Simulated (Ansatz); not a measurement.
The starting structures come from a database of crystals and need not be the phases stable at ambient conditions.

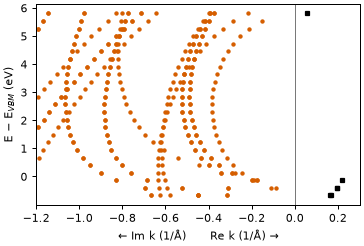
Figure: Complex bands at the centre of the two-dimensional zone; r2SCAN (Ansatz, a quantum-chemistry and plane-wave program)

The gap is the functional's own. No spin-orbit coupling. Mid-gap values are interpolated on the energy grid.

Q: This is RbMgCl₃ (P6_3/mmc, not sure to be the ambient phase, 20 atoms a cell, 25.9 Å³ an atom) along the normal of (001). Read off the slowest decay at the centre of the two-dimensional zone at 2.83 eV, the computed energy nearest the middle of the gap.

A: κ ≈ 0.38 1/Å, a decay length 1/(2κ) of the density of 1.3 Å.
